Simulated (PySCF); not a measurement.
Bi(Br)(Me)2, SMILES [CH3][Bi]([CH3])[Br] (C2H6BiBr), B3LYP/def2-SVP optimised geometry. Atoms within 1.6 Å of the plane z = 0.6 Å (x, y, z in Å): Bi1 (-1.21, -0.83, 0.00), Br2 (-1.45, 1.83, 0.00), C7 (1.09, -0.83, 0.00), H8 (1.45, -0.56, 1.00), H9 (1.44, -0.09, -0.74), H10 (1.44, -1.83, -0.27).

Method: PySCF with B3LYP/def2-TZVP, def2 effective core potentials past Kr. The core electrons that the potentials of Bi replace are not part of the density.

Map of the electrostatic potential (hartree/e), clipped to [-0.08, 0.12] on the plane z = 0.6 Å:

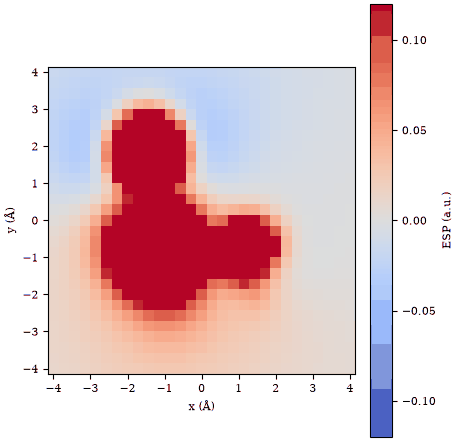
Electrostatic potential (hartree/e), clipped to [-0.08, 0.12] on the plane z = 0.6 Å.
